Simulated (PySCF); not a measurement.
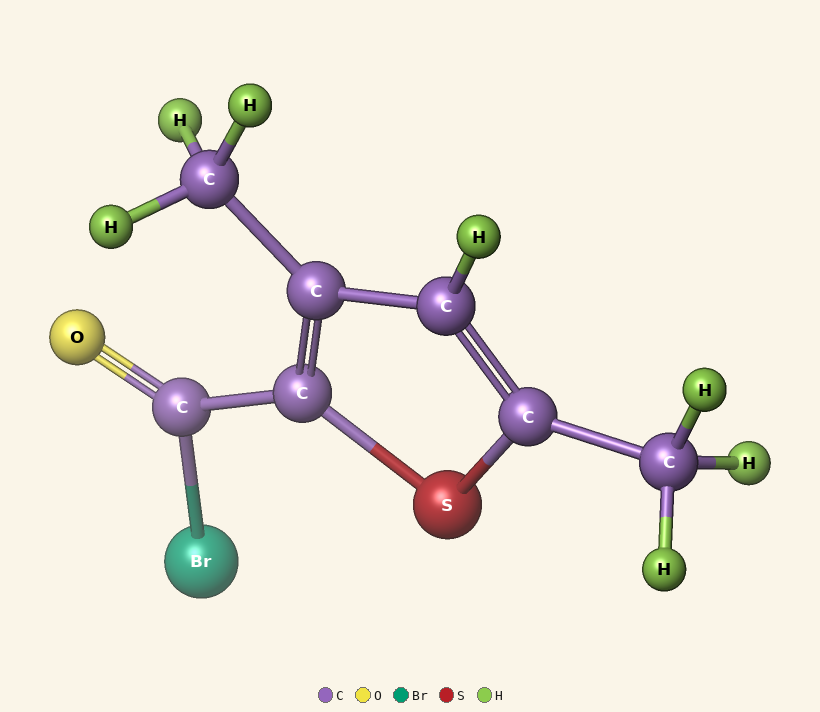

Orthographic view. Atoms fade into the background with distance from the viewer. Computed geometry: PBE0-D3(BJ)/def2-SVP optimisation. No frequency run is at hand to confirm it as a minimum.

Question: Give the standard InChI.

Answer: InChI=1S/C7H7BrOS/c1-4-3-5(2)10-6(4)7(8)9/h3H,1-2H3
